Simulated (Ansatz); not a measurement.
```xyz
24
Lattice="9.0413 0.0000 0.0000 0.0000 0.0000 -9.0413 0.0000 9.0413 0.0000" Properties=species:S:1:pos:R:3 pbc="T T T"
Y     3.4001    3.4001   -7.9207
Y     7.9207    7.9207   -7.9207
Y     7.9207    3.4001   -3.4001
Y     3.4001    7.9207   -3.4001
Y     3.4001    1.1206   -5.6412
Y     7.9207    5.6412   -5.6412
Y     7.9207    1.1206   -1.1206
Y     3.4001    5.6412   -1.1206
Y     1.1206    1.1206   -7.9207
Y     5.6412    5.6412   -7.9207
Y     5.6412    1.1206   -3.4001
Y     1.1206    5.6412   -3.4001
Y     1.1206    3.4001   -5.6412
Y     5.6412    7.9207   -5.6412
Y     5.6412    3.4001   -1.1206
Y     1.1206    7.9207   -1.1206
Y     6.7809    2.2603   -6.7809
Y     2.2603    6.7809   -6.7809
Y     2.2603    2.2603   -2.2603
Y     6.7809    6.7809   -2.2603
N     0.0000    0.0000   -4.5206
N     4.5206    4.5206   -4.5206
N     4.5206    0.0000    0.0000
N     0.0000    4.5206    0.0000
```

Space group F-43m; a structure generated by program, which may or may not match a known phase; spin-polarised.

All numbers below come from Ansatz 0.2.0, DFT PBE, scalar-relativistic, plane waves, PAW.

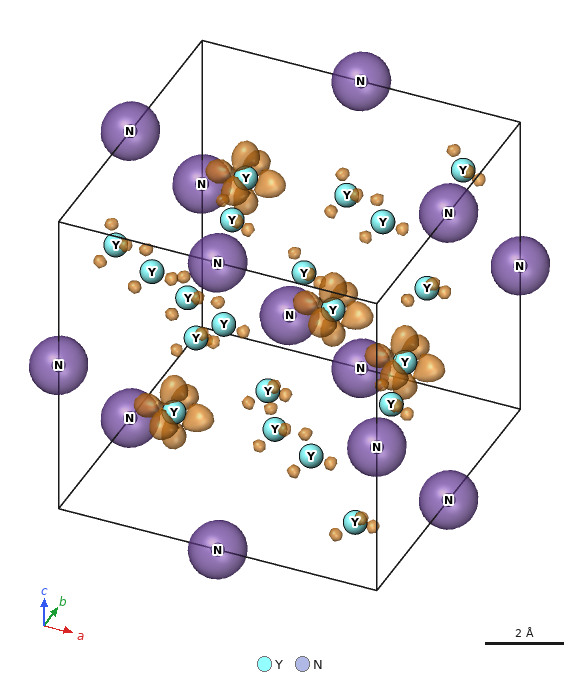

Y₅N. Isosurfaces of the spin density (up minus down) at +0.03 (orange) and −0.03 e/Å³ (purple), seen at an oblique angle.

In a PAW calculation such maps are meaningful between the atoms, not at the nuclei.

Question: Describe the spin distribution.

Answer: The spin density sits on Y: +0.3 μB (×4) in one cell of 24 atoms, with smaller moments on other sites: Y (up to +0.11 μB) and N (up to −0.20 μB): parallel moments on the main sites in this solution. The cell of the calculation (6 atoms) carries 1.2 μB of net spin moment.
